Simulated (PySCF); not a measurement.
## Property calculation of SiH2Cl2

SiH2Cl2, SMILES Cl[SiH2]Cl, computed with CAM-B3LYP/STO-6G, RKS, dispersion D3(BJ), sfX2C, SMD solvent nitromethane (PySCF 2.14.0).

The geometry was optimised with B1B95/Sapporo-DZP.

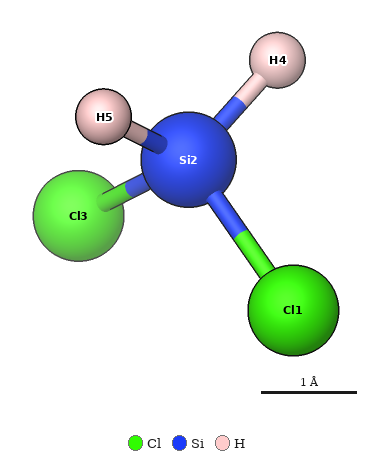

Fig. 1: The structure (ball-and-stick view, seen at a tilt; atoms are numbered from 1 in the order of the input). Bond lengths as drawn: Cl–Si 2.05 Å and H–Si 1.48 Å.

### Summary

```tsv
quantity	value
outcome	converged
total energy	−1209.862805 hartree
dispersion energy	−0.004054 hartree
solvation energy	−0.006181 hartree
basis functions	29
HOMO	−8.49 eV
LUMO	4.49 eV
dipole moment	3.14 D
hardware	1 thread of Arm Neoverse V2, 24 GiB of memory available, shared host
wall time	12 s
peak memory	0.38 GiB
```

### The input (input.py)
```python
import numpy
from pyscf import gto, scf, dft, lo, solvent
from pyscf import df

mol = gto.M(
    atom=[
    ('Cl', (-1.032422, -0.376603, 1.614049)),
    ('Si', (0.187570, -0.084396, -0.009642)),
    ('Cl', (-0.678754, 1.253040, -1.302279)),
    ('H', (0.344474, -1.376803, -0.713304)),
    ('H', (1.466054, 0.489312, 0.465802)),
],
    basis='sto-6g',
    cart=True,
    spin=0,
    max_memory=1860,
    verbose=4,
)

myscf = dft.RKS(mol)
myscf.xc = 'cam-b3lyp'
myscf = myscf.x2c()
myscf = myscf.density_fit(auxbasis=df.aug_etb(mol, beta=2.0))
myscf = myscf.SMD()
myscf.with_solvent.solvent = 'nitromethane'
myscf.disp = 'd3bj'
myscf.kernel()

energy = myscf.e_tot
print(f'total energy: {energy:.8f} hartree')
dip = myscf.dip_moment()
pop, q = myscf.mulliken_pop()
quad = myscf.quad_moment()
occ = myscf.mo_coeff[:, myscf.mo_occ > 0]
iaos = lo.vec_lowdin(lo.iao.iao(mol, occ), myscf.get_ovlp())
c = iaos.T @ myscf.get_ovlp() @ occ
pop_iao, q_iao = scf.hf.mulliken_pop(lo.iao.reference_mol(mol), (c * myscf.mo_occ[myscf.mo_occ > 0]) @ c.T, numpy.eye(c.shape[0]), verbose=0)
print('IAO charges', numpy.round(q_iao, 4))
```

Command:
```bash
OMP_NUM_THREADS=1 python input.py
```

### The program's output
```
PySCF version 2.14.0

[INPUT] num. atoms = 5
[INPUT] num. electrons = 50
[INPUT] charge = 0
[INPUT] spin (= nelec alpha-beta = 2S) = 0
[INPUT] symmetry False subgroup None
[INPUT] Mole.unit = angstrom
[INPUT] Cartesian GTO integrals (6d 10f)
[INPUT] Symbol           X                Y                Z      unit          X                Y                Z       unit  Magmom
[INPUT]  1 Cl    -1.032422000000  -0.376603000000   1.614049000000 AA   -1.950994824976  -0.711676527690   3.050110561628 Bohr   0.0
[INPUT]  2 Si     0.187570000000  -0.084396000000  -0.009642000000 AA    0.354455929185  -0.159485326009  -0.018220739293 Bohr   0.0
[INPUT]  3 Cl    -0.678754000000   1.253040000000  -1.302279000000 AA   -1.282659165953   2.367902423125  -2.460950647772 Bohr   0.0
[INPUT]  4 H      0.344474000000  -1.376803000000  -0.713304000000 AA    0.650961517033  -2.601780597480  -1.347949203557 Bohr   0.0
[INPUT]  5 H      1.466054000000   0.489312000000   0.465802000000 AA    2.770440543823   0.924665669463   0.880238208275 Bohr   0.0

nuclear repulsion = 190.992412886607
number of shells = 17
number of NR pGTOs = 174
number of NR cGTOs = 29
basis = sto-6g
ecp = {}
ETB for Si: l = 0, exps = 0.2162941886 * 2^n , n = 0..15
ETB for Si: l = 1, exps = 0.2162941886 * 2^n , n = 0..13
ETB for Si: l = 2, exps = 0.2162941886 * 2^n , n = 0..11
ETB for H: l = 0, exps = 0.200224856 * 2^n , n = 0..8
ETB for Cl: l = 0, exps = 0.3114636314 * 2^n , n = 0..15
ETB for Cl: l = 1, exps = 0.3114636314 * 2^n , n = 0..13
ETB for Cl: l = 2, exps = 0.3114636314 * 2^n , n = 0..11

******** <class 'pyscf.solvent._attach_solvent.SMDDFsfX2C1eRKS'> ********
method = SMDDFsfX2C1eRKS
initial guess = minao
damping factor = 0
level_shift factor = 0
DIIS = <class 'pyscf.scf.diis.CDIIS'>
diis_start_cycle = 1
diis_space = 8
diis_damp = 0
SCF conv_tol = 1e-09
SCF conv_tol_grad = None
SCF max_cycles = 50
direct_scf = False
XC library pyscf.dft.libxc version 7.0.0
    S. Lehtola, C. Steigemann, M. J.T. Oliveira, and M. A.L. Marques.,  SoftwareX 7, 1–5 (2018)
XC functionals = cam-b3lyp
    T. Yanai, D. P. Tew, and N. C. Handy.,  Chem. Phys. Lett. 393, 51 (2004)
radial grids:
    Treutler-Ahlrichs [JCP 102, 346 (1995); DOI:10.1063/1.469408] (M4) radial grids

becke partition: Becke, JCP 88, 2547 (1988); DOI:10.1063/1.454033
pruning grids: <function nwchem_prune>
grids dens level: 3
symmetrized grids: False
atomic radii adjust function: <function treutler_atomic_radii_adjust>
small_rho_cutoff = 0

******** <class 'pyscf.x2c.sfx2c1e.SpinFreeX2CHelper'> ********
approx = 1e
xuncontract = 1
******** <class 'pyscf.solvent.smd.SMD'> ********
sasa_ng = 590
eps = 36.562
frozen = False
---------- SMD solvent descriptors -------
n     = 1.3817
alpha = 0.06
beta  = 0.31
gamma = 52.58
phi   = 0.0
psi   = 0.0
--------------------- end ----------------
equilibrium_solvation = False
Set gradient conv threshold to 3.16228e-05
Initial guess from minao.
tot grids = 76560
******** <class 'pyscf.df.df.DF'> ********
auxbasis = {'Si': [[0, [np.float64(7087.5279720448), 1]], [0, [np.float64(3543.7639860224), 1]], [0, [np.float64(1771.8819930112), 1]], [0, [np.float64(885.9409965056), 1]], [0, [np.float64(442.9704982528), 1]], [0, [np.float64(221.4852491264), 1]], [0, [np.float64(110.7426245632), 1]], [0, [np.float64(55.3713122816), 1]], [0, [np.float64(27.6856561408), 1]], [0, [np.float64(13.8428280704), 1]], [0, [np.float64(6.9214140352), 1]], [0, [np.float64(3.4607070176), 1]], [0, [np.float64(1.7303535088), 1]], [0, [np.float64(0.8651767544), 1]], [0, [np.float64(0.4325883772), 1]], [0, [np.float64(0.2162941886), 1]], [1, [np.float64(1771.8819930112), 1]], [1, [np.float64(885.9409965056), 1]], [1, [np.float64(442.9704982528), 1]], [1, [np.float64(221.4852491264), 1]], [1, [np.float64(110.7426245632), 1]], [1, [np.float64(55.3713122816), 1]], [1, [np.float64(27.6856561408), 1]], [1, [np.float64(13.8428280704), 1]], [1, [np.float64(6.9214140352), 1]], [1, [np.float64(3.4607070176), 1]], [1, [np.float64(1.7303535088), 1]], [1, [np.float64(0.8651767544), 1]], [1, [np.float64(0.4325883772), 1]], [1, [np.float64(0.2162941886), 1]], [2, [np.float64(442.9704982528), 1]], [2, [np.float64(221.4852491264), 1]], [2, [np.float64(110.7426245632), 1]], [2, [np.float64(55.3713122816), 1]], [2, [np.float64(27.6856561408), 1]], [2, [np.float64(13.8428280704), 1]], [2, [np.float64(6.9214140352), 1]], [2, [np.float64(3.4607070176), 1]], [2, [np.float64(1.7303535088), 1]], [2, [np.float64(0.8651767544), 1]], [2, [np.float64(0.4325883772), 1]], [2, [np.float64(0.2162941886), 1]]], 'H': [[0, [np.float64(51.257563136), 1]], [0, [np.float64(25.628781568), 1]], [0, [np.float64(12.814390784), 1]], [0, [np.float64(6.407195392), 1]], [0, [np.float64(3.203597696), 1]], [0, [np.float64(1.601798848), 1]], [0, [np.float64(0.800899424), 1]], [0, [np.float64(0.400449712), 1]], [0, [np.float64(0.200224856), 1]]], 'Cl': [[0, [np.float64(10206.0402737152), 1]], [0, [np.float64(5103.0201368576), 1]], [0, [np.float64(2551.5100684288), 1]], [0, [np.float64(1275.7550342144), 1]], [0, [np.float64(637.8775171072), 1]], [0, [np.float64(318.9387585536), 1]], [0, [np.float64(159.4693792768), 1]], [0, [np.float64(79.7346896384), 1]], [0, [np.float64(39.8673448192), 1]], [0, [np.float64(19.9336724096), 1]], [0, [np.float64(9.9668362048), 1]], [0, [np.float64(4.9834181024), 1]], [0, [np.float64(2.4917090512), 1]], [0, [np.float64(1.2458545256), 1]], [0, [np.float64(0.6229272628), 1]], [0, [np.float64(0.3114636314), 1]], [1, [np.float64(2551.5100684288), 1]], [1, [np.float64(1275.7550342144), 1]], [1, [np.float64(637.8775171072), 1]], [1, [np.float64(318.9387585536), 1]], [1, [np.float64(159.4693792768), 1]], [1, [np.float64(79.7346896384), 1]], [1, [np.float64(39.8673448192), 1]], [1, [np.float64(19.9336724096), 1]], [1, [np.float64(9.9668362048), 1]], [1, [np.float64(4.9834181024), 1]], [1, [np.float64(2.4917090512), 1]], [1, [np.float64(1.2458545256), 1]], [1, [np.float64(0.6229272628), 1]], [1, [np.float64(0.3114636314), 1]], [2, [np.float64(637.8775171072), 1]], [2, [np.float64(318.9387585536), 1]], [2, [np.float64(159.4693792768), 1]], [2, [np.float64(79.7346896384), 1]], [2, [np.float64(39.8673448192), 1]], [2, [np.float64(19.9336724096), 1]], [2, [np.float64(9.9668362048), 1]], [2, [np.float64(4.9834181024), 1]], [2, [np.float64(2.4917090512), 1]], [2, [np.float64(1.2458545256), 1]], [2, [np.float64(0.6229272628), 1]], [2, [np.float64(0.3114636314), 1]]]}
Create RSH-DF object <pyscf.df.df.DF object> for omega=0.33
******** <class 'pyscf.df.df.DF'> ********
auxbasis = auxmol.basis = {'Si': [[0, [np.float64(7087.5279720448), 1]], [0, [np.float64(3543.7639860224), 1]], [0, [np.float64(1771.8819930112), 1]], [0, [np.float64(885.9409965056), 1]], [0, [np.float64(442.9704982528), 1]], [0, [np.float64(221.4852491264), 1]], [0, [np.float64(110.7426245632), 1]], [0, [np.float64(55.3713122816), 1]], [0, [np.float64(27.6856561408), 1]], [0, [np.float64(13.8428280704), 1]], [0, [np.float64(6.9214140352), 1]], [0, [np.float64(3.4607070176), 1]], [0, [np.float64(1.7303535088), 1]], [0, [np.float64(0.8651767544), 1]], [0, [np.float64(0.4325883772), 1]], [0, [np.float64(0.2162941886), 1]], [1, [np.float64(1771.8819930112), 1]], [1, [np.float64(885.9409965056), 1]], [1, [np.float64(442.9704982528), 1]], [1, [np.float64(221.4852491264), 1]], [1, [np.float64(110.7426245632), 1]], [1, [np.float64(55.3713122816), 1]], [1, [np.float64(27.6856561408), 1]], [1, [np.float64(13.8428280704), 1]], [1, [np.float64(6.9214140352), 1]], [1, [np.float64(3.4607070176), 1]], [1, [np.float64(1.7303535088), 1]], [1, [np.float64(0.8651767544), 1]], [1, [np.float64(0.4325883772), 1]], [1, [np.float64(0.2162941886), 1]], [2, [np.float64(442.9704982528), 1]], [2, [np.float64(221.4852491264), 1]], [2, [np.float64(110.7426245632), 1]], [2, [np.float64(55.3713122816), 1]], [2, [np.float64(27.6856561408), 1]], [2, [np.float64(13.8428280704), 1]], [2, [np.float64(6.9214140352), 1]], [2, [np.float64(3.4607070176), 1]], [2, [np.float64(1.7303535088), 1]], [2, [np.float64(0.8651767544), 1]], [2, [np.float64(0.4325883772), 1]], [2, [np.float64(0.2162941886), 1]]], 'H': [[0, [np.float64(51.257563136), 1]], [0, [np.float64(25.628781568), 1]], [0, [np.float64(12.814390784), 1]], [0, [np.float64(6.407195392), 1]], [0, [np.float64(3.203597696), 1]], [0, [np.float64(1.601798848), 1]], [0, [np.float64(0.800899424), 1]], [0, [np.float64(0.400449712), 1]], [0, [np.float64(0.200224856), 1]]], 'Cl': [[0, [np.float64(10206.0402737152), 1]], [0, [np.float64(5103.0201368576), 1]], [0, [np.float64(2551.5100684288), 1]], [0, [np.float64(1275.7550342144), 1]], [0, [np.float64(637.8775171072), 1]], [0, [np.float64(318.9387585536), 1]], [0, [np.float64(159.4693792768), 1]], [0, [np.float64(79.7346896384), 1]], [0, [np.float64(39.8673448192), 1]], [0, [np.float64(19.9336724096), 1]], [0, [np.float64(9.9668362048), 1]], [0, [np.float64(4.9834181024), 1]], [0, [np.float64(2.4917090512), 1]], [0, [np.float64(1.2458545256), 1]], [0, [np.float64(0.6229272628), 1]], [0, [np.float64(0.3114636314), 1]], [1, [np.float64(2551.5100684288), 1]], [1, [np.float64(1275.7550342144), 1]], [1, [np.float64(637.8775171072), 1]], [1, [np.float64(318.9387585536), 1]], [1, [np.float64(159.4693792768), 1]], [1, [np.float64(79.7346896384), 1]], [1, [np.float64(39.8673448192), 1]], [1, [np.float64(19.9336724096), 1]], [1, [np.float64(9.9668362048), 1]], [1, [np.float64(4.9834181024), 1]], [1, [np.float64(2.4917090512), 1]], [1, [np.float64(1.2458545256), 1]], [1, [np.float64(0.6229272628), 1]], [1, [np.float64(0.3114636314), 1]], [2, [np.float64(637.8775171072), 1]], [2, [np.float64(318.9387585536), 1]], [2, [np.float64(159.4693792768), 1]], [2, [np.float64(79.7346896384), 1]], [2, [np.float64(39.8673448192), 1]], [2, [np.float64(19.9336724096), 1]], [2, [np.float64(9.9668362048), 1]], [2, [np.float64(4.9834181024), 1]], [2, [np.float64(2.4917090512), 1]], [2, [np.float64(1.2458545256), 1]], [2, [np.float64(0.6229272628), 1]], [2, [np.float64(0.3114636314), 1]]]}
SMD E_diel = -0.0213930904405737
CDS correction = -0.001469169224360
Solvent Energy = -0.0213930904405737
Calc dispersion correction with DFTD3.
Parameters: xc=cam-b3lyp, version=d3bj, atm=False
init E= -1209.40806843757
  HOMO = -0.291141422878316  LUMO = 0.144709432095481  gap/eV = 11.86011
SMD E_diel = -0.0150269984584282
CDS correction = -0.001469169224360
Solvent Energy = -0.0150269984584282
cycle= 1 E= -1209.79806503629  delta_E= -0.39  |g|= 0.347  |ddm|= 2.42
  HOMO = -0.292564158296816  LUMO = 0.12366834094952  gap/eV = 11.32626
SMD E_diel = -0.00455963597916528
CDS correction = -0.001469169224360
Solvent Energy = -0.00455963597916528
cycle= 2 E= -1209.85163132467  delta_E= -0.0536  |g|= 0.169  |ddm|= 1.13
  HOMO = -0.309195094256492  LUMO = 0.164823471471588  gap/eV = 12.89870
SMD E_diel = -0.00619310049236519
CDS correction = -0.001469169224360
Solvent Energy = -0.00619310049236519
cycle= 3 E= -1209.86277777094  delta_E= -0.0111  |g|= 0.00531  |ddm|= 0.313
  HOMO = -0.312014731475346  LUMO = 0.165039679000063  gap/eV = 12.98131
SMD E_diel = -0.00618713395285342
CDS correction = -0.001469169224360
Solvent Energy = -0.00618713395285342
cycle= 4 E= -1209.86280362813  delta_E= -2.59e-05  |g|= 0.00102  |ddm|= 0.019
  HOMO = -0.311942274299555  LUMO = 0.165109622008358  gap/eV = 12.98124
SMD E_diel = -0.00618027062650743
CDS correction = -0.001469169224360
Solvent Energy = -0.00618027062650743
cycle= 5 E= -1209.86280472819  delta_E= -1.1e-06  |g|= 5.19e-05  |ddm|= 0.00486
  HOMO = -0.311930342727617  LUMO = 0.165100537103215  gap/eV = 12.98067
SMD E_diel = -0.00618061849676363
CDS correction = -0.001469169224360
Solvent Energy = -0.00618061849676363
cycle= 6 E= -1209.86280473114  delta_E= -2.95e-09  |g|= 7.61e-06  |ddm|= 0.000245
  HOMO = -0.311932014071825  LUMO = 0.165100981823245  gap/eV = 12.98073
SMD E_diel = -0.00618053540930584
CDS correction = -0.001469169224360
Solvent Energy = -0.00618053540930584
cycle= 7 E= -1209.8628047312  delta_E= -6.41e-11  |g|= 5.95e-07  |ddm|= 4.03e-05
  HOMO = -0.311931972324792  LUMO = 0.165101024264561  gap/eV = 12.98073
SMD E_diel = -0.00618054240395938
CDS correction = -0.001469169224360
Solvent Energy = -0.00618054240395938
Extra cycle  E= -1209.8628047312  delta_E=    0  |g|= 2.22e-07  |ddm|= 2.2e-06
converged SCF energy = -1209.8628047312
total energy: -1209.86280473 hartree
Dipole moment(X, Y, Z, Debye):  2.77630, -1.39156, -0.43996
 ** Mulliken pop  **
pop of  0 Cl 1s           2.00000
pop of  0 Cl 2s           1.99899
pop of  0 Cl 3s           1.98327
pop of  0 Cl 2px          1.99629
pop of  0 Cl 2py          1.99919
pop of  0 Cl 2pz          1.99359
pop of  0 Cl 3px          1.78830
pop of  0 Cl 3py          1.95397
pop of  0 Cl 3pz          1.62779
pop of  1 Si 1s           1.99984
pop of  1 Si 2s           1.98590
pop of  1 Si 3s           1.23742
pop of  1 Si 2px          1.96089
pop of  1 Si 2py          1.96166
pop of  1 Si 2pz          1.95840
pop of  1 Si 3px          0.71630
pop of  1 Si 3py          0.76118
pop of  1 Si 3pz          0.62087
pop of  2 Cl 1s           2.00000
pop of  2 Cl 2s           1.99899
pop of  2 Cl 3s           1.98326
pop of  2 Cl 2px          1.99784
pop of  2 Cl 2py          1.99562
pop of  2 Cl 2pz          1.99561
pop of  2 Cl 3px          1.87733
pop of  2 Cl 3py          1.74853
pop of  2 Cl 3pz          1.74427
pop of  3  H 1s           1.05735
pop of  4  H 1s           1.05736
 ** Mulliken atomic charges  **
charge of    0Cl =     -0.34140
charge of    1Si =      0.79757
charge of    2Cl =     -0.34146
charge of    3H =     -0.05735
charge of    4H =     -0.05736
Traceless quadrupole moment (Debye*A):

IAO charges [-0.2929  0.7433 -0.293  -0.0787 -0.0787]
```

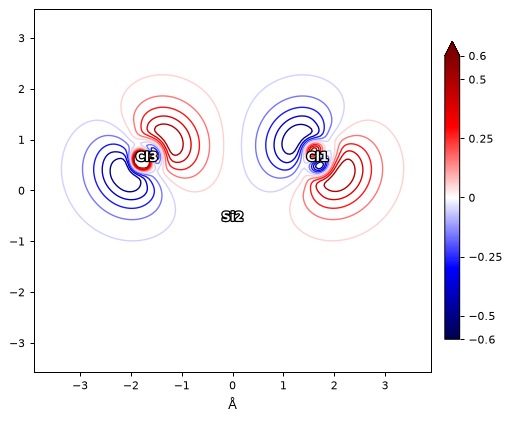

Fig. 2: One frontier orbital on the plane of atoms Cl1, Si2 and Cl3 (values in Å⁻³ᐟ²; the overall sign is arbitrary). The HOMO−1, at −8.73 eV.

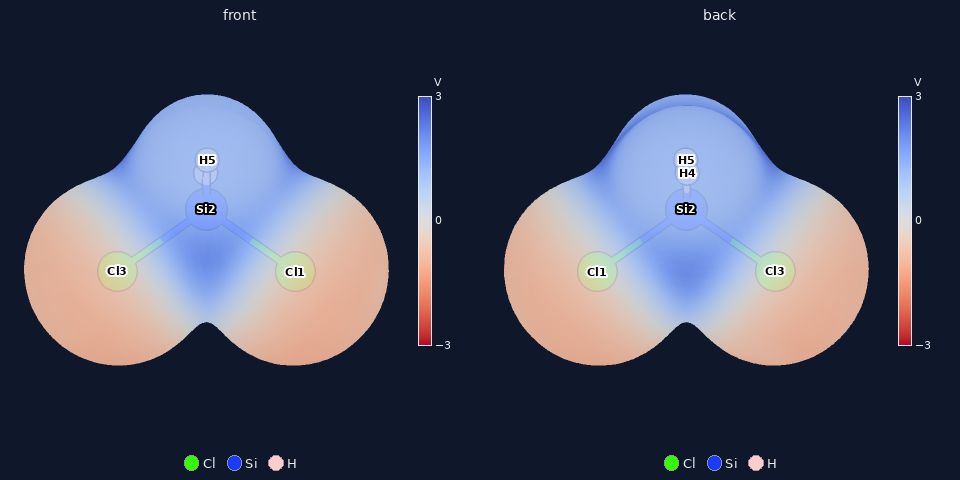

Fig. 3: The molecular electrostatic potential painted on the density surface at 0.002 e/bohr³, seen face on and from behind; the colour scale runs from red (negative) to blue (positive). Its dipole moment is 3.14 D.

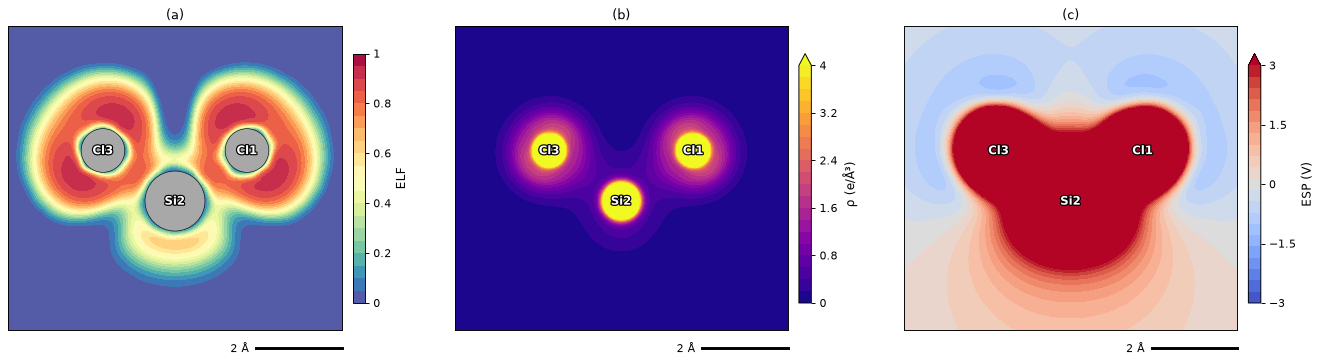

Fig. 4: (a) electron localisation function; (b) electron density; (c) electrostatic potential on the plane of atoms Cl1, Si2 and Cl3. Grey discs, where drawn, cover atomic cores. The section cuts through Cl and Si sites. Si–Cl (2.05 Å): ρ is about 0.78 e/Å³ halfway; the ELF peaks at about 0.85 between the atoms, which marks a polar covalent bond.

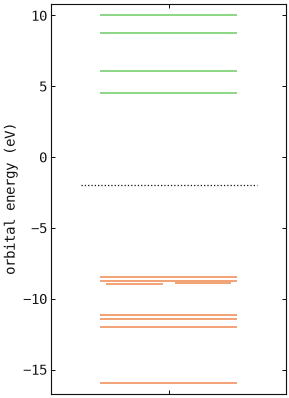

Fig. 5: Orbital energies near the frontier; the dotted line parts filled from empty levels, and levels within 0.02 eV of each other stand side by side. Highest filled −8.49 eV, lowest empty 4.49 eV, 12.98 eV apart.
